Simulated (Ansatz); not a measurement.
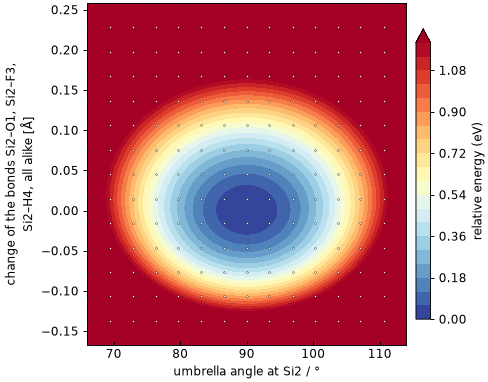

FHOSi, SMILES O=[SiH]F. First axis: umbrella angle at Si2 (between each of its bonds and their common axis; 90 is planar). Second axis: change of the bonds Si2–O1, Si2–F3, Si2–H4, all alike. Nothing is relaxed (all other coordinates rigid). The grid has 15 × 15 points; 120 points were computed and 105 follow by symmetry. Points are written as (first, second). Energies are in eV, from the relaxed molecule at the same level. Method: RKS PBE0-D4/def2-TZVP (Ansatz).

Drawn: filled contours, dots at the grid points, one colour for all values above the top of the scale. Between grid points the surface is interpolated.

### Where is the minimum, and how stiff is the well along each coordinate?

The interpolated minimum is at the first coordinate ≈ 90.0°, the second coordinate ≈ 0.000 Å. The curvatures there are about 18 eV/rad² and 120 eV/Å², with a cross term of about 0 eV/(rad·Å). Round the minimum the two coordinates are nearly uncoupled.
